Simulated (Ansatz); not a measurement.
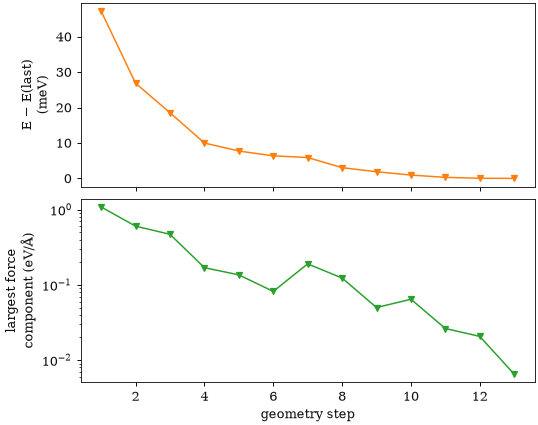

History of a geometry optimisation.

System: an isomer of formula CHBNaO (charge −1).
Method: RKS PBE0-D4/def2-TZVPD (Ansatz 0.2.0).

**How did the optimisation end?**

The optimisation met its thresholds at geometry 13, counting the start as the first. The energy fell by about 47 meV from the first step to the last. The largest force component goes from about 1.1 eV/Å at the start to 7 × 10⁻³ eV/Å at the end.
